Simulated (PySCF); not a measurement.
C8H7N, SMILES `c1ccc2[nH]ccc2c1`.

Computed with PySCF, 6-31G* basis, geometry: GFN2-xTB. No frequency check shows the geometry to be a minimum.

Input

```python
import numpy as np
from pyscf import gto, scf, dft, mcscf, mrpt
from pyscf.mcscf import avas

def solve(mol, dm0=None, hcore=None):
    mf = scf.ROHF(mol) if mol.spin else scf.RHF(mol)
    mf = mf.density_fit(auxbasis='def2-universal-jkfit')
    mf.conv_tol, mf.max_cycle = 1e-8, 80
    if hcore is not None:
        mf.get_hcore = lambda *args: hcore
    mf.kernel(dm0)
    if not mf.converged:
        mf = mf.newton().run(mf.mo_coeff, mf.mo_occ, max_cycle=30)
    assert mf.converged, 'SCF not converged'
    return mf

mol = gto.M(atom='''
C      2.13931     0.68055     0.00000
C      2.11214    -0.71722     0.00000
C      0.92126    -1.41079     0.00000
C     -0.25347    -0.66966     0.00000
N     -1.55826    -1.07099     0.00000
C     -2.36406     0.03484     0.00000
C     -1.60377     1.16260     0.00000
C     -0.24229     0.74676     0.00000
C      0.97891     1.42064     0.00000
H      3.09562     1.18323     0.00000
H      3.04524    -1.26138     0.00000
H      0.90013    -2.49117     0.00000
H     -1.87626    -2.02490     0.00000
H     -3.43259    -0.06922     0.00000
H     -1.95922     2.17372     0.00000
H      1.00673     2.50031     0.00000
''', basis='6-31g*', charge=0, spin=0, verbose=4)
mf = solve(mol)
ncas, nel, orbs = avas.avas(mf, ['C 2pz', 'N 2pz'], threshold=0.5, openshell_option=3)
print('active space', nel, ncas)
assert 2 <= ncas <= 10, 'active space too large or empty'
mc = mcscf.CASSCF(mf, ncas, nel)
mc.natorb, mc.max_cycle_macro = True, 60
mc.fix_spin_(ss=mol.spin / 2 * (mol.spin / 2 + 1))
mc.kernel(orbs)
occ = mc.mo_occ[mc.ncore:mc.ncore + ncas]
print('natural occupations', occ.round(4))
e2 = mrpt.NEVPT(mc).kernel()
out = dict(c=mc.mo_coeff[:, mc.ncore:mc.ncore + ncas], occ=occ, e=mc.e_tot, e2=e2, ehf=mf.e_tot, ok=mc.converged, nel=nel, w0=abs(mc.ci).max() ** 2, dm=mc.make_rdm1())
# the other spin state at the same geometry
other = mol.copy().set(spin=2).build()
mo = scf.ROHF(other).density_fit(auxbasis='def2-universal-jkfit').run()
na = (nel + other.spin) // 2
m2 = mcscf.CASSCF(mo, ncas, (na, nel - na))
m2.natorb = True
m2.fix_spin_(ss=other.spin / 2 * (other.spin / 2 + 1))
m2.kernel(mc.mo_coeff)
e2o = mrpt.NEVPT(m2).kernel()
print('other state above this one / eV: CASSCF', (m2.e_tot - mc.e_tot) * 27.211386, 'NEVPT2', (m2.e_tot + e2o - mc.e_tot - e2) * 27.211386)
np.savez('result.npz', eo=m2.e_tot, e2o=e2o, oko=m2.converged, occo=m2.mo_occ[mc.ncore:mc.ncore + ncas], co=m2.mo_coeff[:, mc.ncore:mc.ncore + ncas], **out)
```

Launched as:

```sh
OMP_NUM_THREADS=1 python input.py
```

The run took 2.9 min on 1 thread of Arm Neoverse V2, on a shared host, peak memory 0.48 GiB.

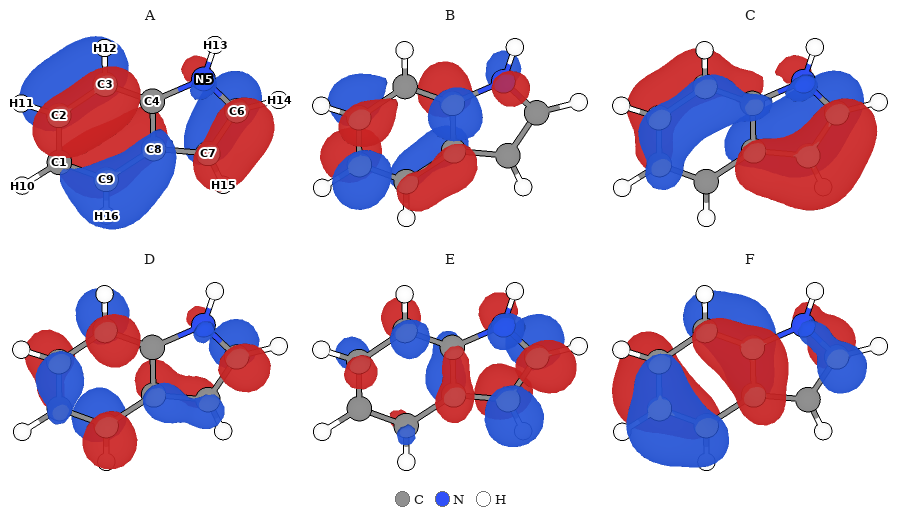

Natural orbitals of the π active space, CASSCF(10,9), singlet state, in random order. Only those nearest the frontier are drawn.

> Which orbitals are strongly, which singly and which weakly occupied?

Strongly: C (1.94), F (1.91), A (1.90). Weakly: D (0.11), B (0.09), E (0.06). Broadly, orbitals with more nodes between bonded atoms hold fewer electrons.

> How multiconfigurational is the state?

The leading determinant weighs 0.86; the effective number of unpaired electrons, Σ n²(2−n)², is 0.17; the most occupied of the weakly occupied orbitals holds 0.11 e, as in an ordinary closed-shell π system. The active space lowers the energy by 2.65 eV against Hartree–Fock.

> Where does the lowest triplet lie relative to the singlet, at this geometry and within this active space?

3.97 eV above it by strongly contracted NEVPT2 (+3.68 eV by CASSCF); a small basis tends to put such gaps a few tenths of an eV too high. This is a vertical energy for π states alone; a state that uses lone pairs or σ orbitals may lie lower.
